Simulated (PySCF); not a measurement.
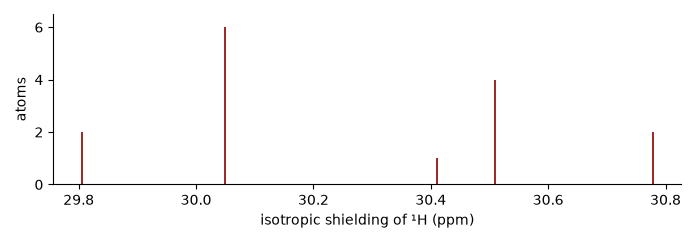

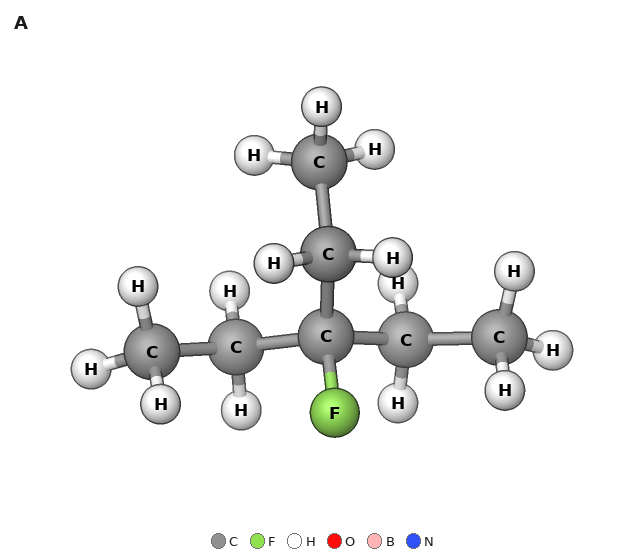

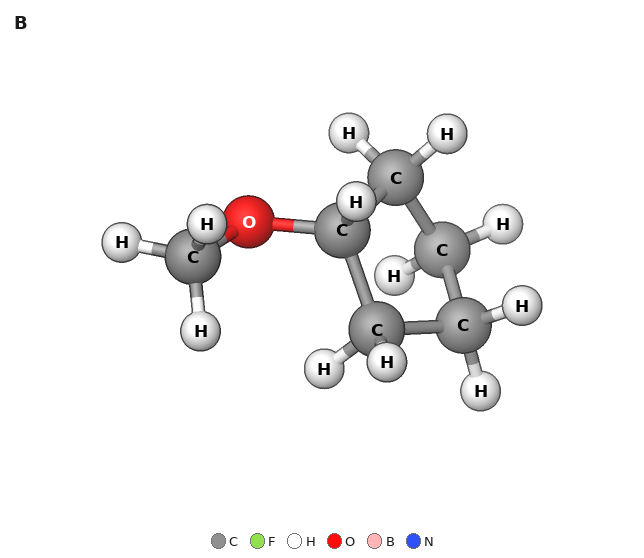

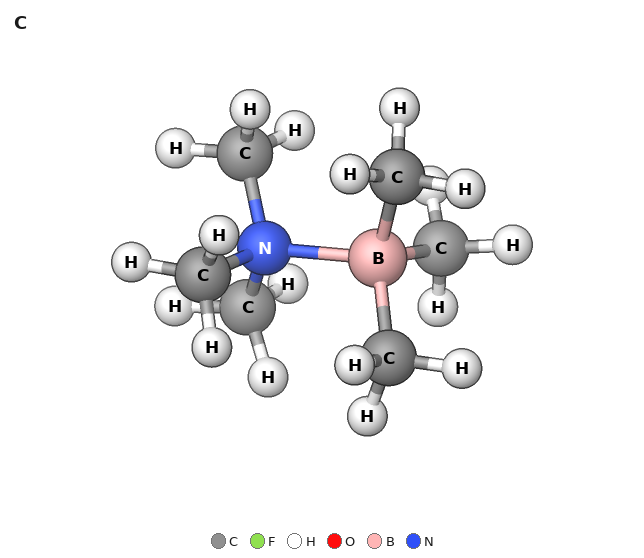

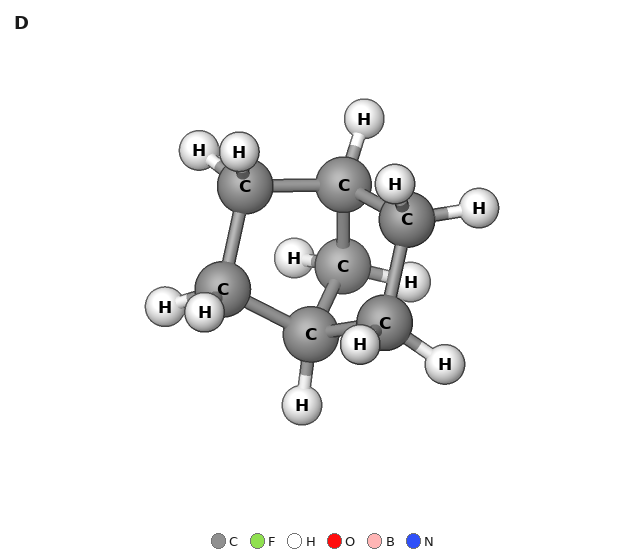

The sticks are computed shieldings of one of the molecules, for one fixed geometry (PBE0-D3(BJ)/def2-SVP) without averaging over rotations. Low shielding means a high chemical shift. Method: GIAO B97-2/pcSseg-1 NMR shielding, non-relativistic, gas phase (PySCF 2.14.0).

Question: Which molecule gives this pattern?

Answer: A, `CCC(F)(CC)CC`. Its 15 H atoms give lines at 29.81 (2 atoms), 30.05 (6 atoms), 30.41, 30.51 (4 atoms), 30.78 (2 atoms) ppm.
